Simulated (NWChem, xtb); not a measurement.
# A ladder of methods for C2H7FOSi2 (SMILES C=C[SiH2]O[SiH2]F)

C2H7FOSi2: 13 atoms, total charge 0, spin state singlet. As SMILES, `C=C[SiH2]O[SiH2]F`. Geometry: relaxed at PBE0-D4/def2-TZVP. This is one conformer, not always the lowest.

```xyz
13

C    -0.7322   -2.1627    0.4472
C     0.4063   -1.6897    0.9452
Si    0.9517    0.0648    0.7281
O    -0.1841    0.8486   -0.1636
Si   -0.5164    1.9765   -1.2708
F    -0.4362    3.4224   -0.6049
H    -1.0400   -3.1953    0.5852
H    -1.4085   -1.5302   -0.1203
H     1.0474   -2.3655    1.5102
H     1.0915    0.7431    2.0423
H     2.2619    0.1281    0.0243
H     0.4805    1.9462   -2.3643
H    -1.9015    1.7790   -1.7438
```

Quantity: the dipole moment, in D. The values are calculated.

```tsv
level	kind	program	value (D)
GFN2-xTB	semi-empirical	xtb	1.82
GFN0-xTB	semi-empirical	xtb	2.30
GFN1-xTB	semi-empirical	xtb	1.76
HF/STO-3G	Hartree–Fock	NWChem	1.11
HF/3-21G	Hartree–Fock	NWChem	2.30
PBE/def2-SVP	GGA	NWChem	1.71
B3LYP/6-31G* (spherical functions)	global hybrid	NWChem	1.86
B3LYP/6-31G* (Cartesian functions)	global hybrid	NWChem	1.86
```

The values span 1.11 to 2.30 D. Sets without polarisation functions give poor dipoles.

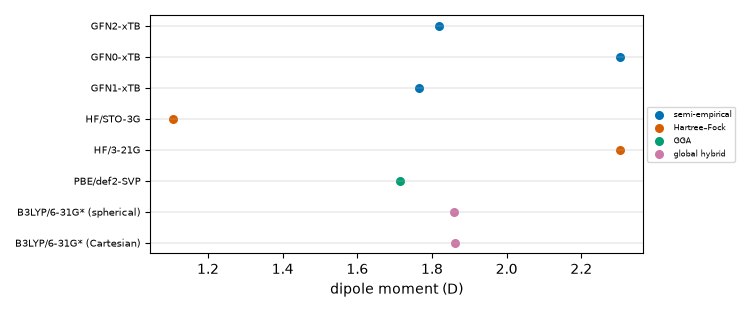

The values of the table, level by level.
